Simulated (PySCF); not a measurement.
**C$_{2}$H$_{9}$PSSi: NMR shielding calculation**

C$_{2}$H$_{9}$PSSi, computed with GIAO PBE0/pcSseg-1 NMR shielding, non-relativistic, gas phase (PySCF 2.14.0).

The geometry comes from this level: GFN2-xTB, coordinate held. Figures and captions count atoms from 1; the log counts them from 0 in places.

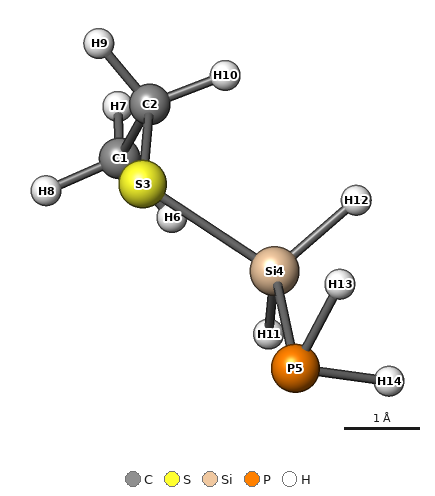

Fig. 1: The structure (ball-and-stick view, seen at a tilt; atoms are numbered from 1 in the order of the input).

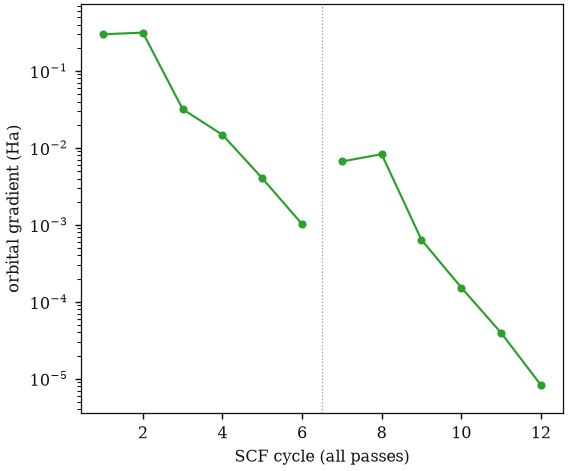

Fig. 2: Convergence of the self-consistent field: orbital gradient against the SCF cycle. The dotted line marks the change from a coarse to the final integration grid. The first 6 cycles use a coarse grid, the final grid takes over at cycle 7, and the field converges after 12 cycles in all.

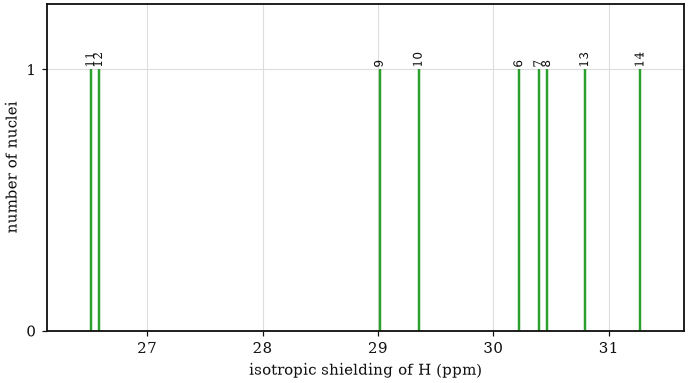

Fig. 3: Isotropic shieldings of the hydrogen nuclei in this fixed geometry, labelled by atom number; shielding grows to the right, so chemical shift grows to the left. The least shielded is H11 (26.5 ppm), the most shielded H14 (31.3 ppm).

The input and output of the run follow.

## The input
```
{"job": {"kind": "nmr", "xc": "PBE0", "basis": "pcSseg-1", "every": 1, "pop": false}, "charge": 0, "multiplicity": 1}
C     -2.123081    -0.827019     0.175612
C     -1.603739     0.595564     0.184810
S     -0.065135     0.771893     1.161072
Si     1.375704    -0.037336    -0.195202
P      3.451018     0.233045     0.656587
H     -1.433757    -1.488581    -0.342991
H     -3.085970    -0.863867    -0.329973
H     -2.249569    -1.185738     1.194110
H     -2.314728     1.261764     0.671329
H     -1.405266     0.958248    -0.822501
H      1.130983    -1.464371    -0.426635
H      1.176666     0.660405    -1.470977
H      3.360018     1.496448     0.089433
H      3.816241    -0.117961    -0.634775
```

The first line tells a small driver script what to run in PySCF; the rest is the geometry in Å.

Command:
```bash
OMP_NUM_THREADS=1 python <driver script> task.json out
```

## What the program printed
```
coarse grid: 12624 points
cycle   1  E = -1110.0769430965  dE =  2.094e-01  |g| = 2.997e-01  |ddm| = 3.253e+00
cycle   2  E = -1110.0756755802  dE =  1.268e-03  |g| = 3.148e-01  |ddm| = 7.683e-01
cycle   3  E = -1110.1030380642  dE = -2.736e-02  |g| = 3.187e-02  |ddm| = 4.186e-01
cycle   4  E = -1110.1032542565  dE = -2.162e-04  |g| = 1.478e-02  |ddm| = 5.764e-02
cycle   5  E = -1110.1033153153  dE = -6.106e-05  |g| = 4.037e-03  |ddm| = 2.068e-02
cycle   6  E = -1110.1033190070  dE = -3.692e-06  |g| = 1.020e-03  |ddm| = 4.100e-03
final grid: 106368 points
cycle   7  E = -1110.1343075682  dE = -2.428e-05  |g| = 6.663e-03  |ddm| = 2.528e-02
cycle   8  E = -1110.1343009144  dE =  6.654e-06  |g| = 8.290e-03  |ddm| = 1.292e-02
cycle   9  E = -1110.1343182420  dE = -1.733e-05  |g| = 6.390e-04  |ddm| = 7.983e-03
cycle  10  E = -1110.1343183498  dE = -1.077e-07  |g| = 1.533e-04  |ddm| = 8.297e-04
cycle  11  E = -1110.1343183552  dE = -5.459e-09  |g| = 3.957e-05  |ddm| = 1.580e-04
cycle  12  E = -1110.1343183556  dE = -4.147e-10  |g| = 8.283e-06  |ddm| = 5.716e-05
converged SCF energy = -1110.1343183556

GIAO shielding tensors (ppm)
atom      isotropic    diamagn.    paramagn.     s11        s22        s33       span
  0 C      167.476     248.190     -80.714    148.084    168.404    185.940     37.856
  1 C      155.495     251.160     -95.665    137.269    154.755    174.461     37.191
  2 S      639.590    1059.483    -419.893    479.654    563.534    875.583    395.928
  3 Si     368.099     880.903    -512.804    314.069    358.645    431.583    117.514
  4 P      681.855     966.324    -284.469    599.463    676.085    770.018    170.555
  5 H       30.223      31.059      -0.836     25.065     30.758     34.845      9.781
  6 H       30.397      28.476       1.921     25.477     27.153     38.559     13.082
  7 H       30.464      29.821       0.643     26.344     28.810     36.238      9.894
  8 H       29.015      30.733      -1.717     22.455     27.834     36.756     14.301
  9 H       29.352      32.352      -2.999     23.946     28.732     35.379     11.433
 10 H       26.513      30.377      -3.864     21.761     26.614     31.165      9.403
 11 H       26.581      31.034      -4.453     22.466     25.860     31.416      8.949
 12 H       30.793      29.443       1.350     24.853     28.284     39.243     14.390
 13 H       31.273      28.954       2.320     25.557     27.899     40.364     14.807
```

## Key numbers

- outcome: converged
- total energy: −1110.134318 hartree
- HOMO: −6.88 eV
- LUMO: 0.03 eV
- dipole moment: 2.15 D
- isotropic shielding, C: 155.5 to 167.5 ppm
- isotropic shielding, S: 639.6 ppm
- isotropic shielding, Si: 368.1 ppm
- isotropic shielding, P: 681.9 ppm
- isotropic shielding, H: 26.5 to 31.3 ppm
- hardware: 1 CPU thread, shared host
- wall time: 19 s
- peak memory: 0.71 GiB
